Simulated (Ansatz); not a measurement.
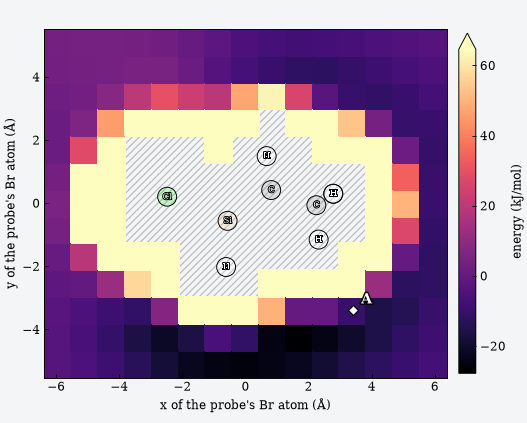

C₂H₅ClSi (SMILES CC=[SiH]Cl) with the probe Br-. The probe is moved over the molecule's main plane. Coordinates scanned: (1) x of the probe's Br atom; (2) y of the probe's Br atom. Nothing is relaxed (molecule and probe rigid). Grid: 15 × 13 points. At 43 points there is no value (left out of the scan, as a rule where atoms come close). Points are written as (first, second). Energies are in kJ/mol, from molecule and probe far apart, each relaxed in its own basis (no counterpoise correction). Energies and slopes of some neighbouring points disagree (a jump in structure or state, or too coarse a mesh). These are results of Ansatz, RHF/def2-SVPD, not measurements.

Drawn: one coloured cell a grid point, labelled circles for the molecule's atoms, projected on the plane, one colour for all values above the top of the scale, hatched blanks where no value was computed, the point A.

Which way does the force act at A, and how strong is it?

A, at (3.40 Å, −3.40 Å), is not a stationary point. The computed force is 0.48 eV/Å in the plane, pointing down in the picture (components 0.13 and −0.46 eV/Å).
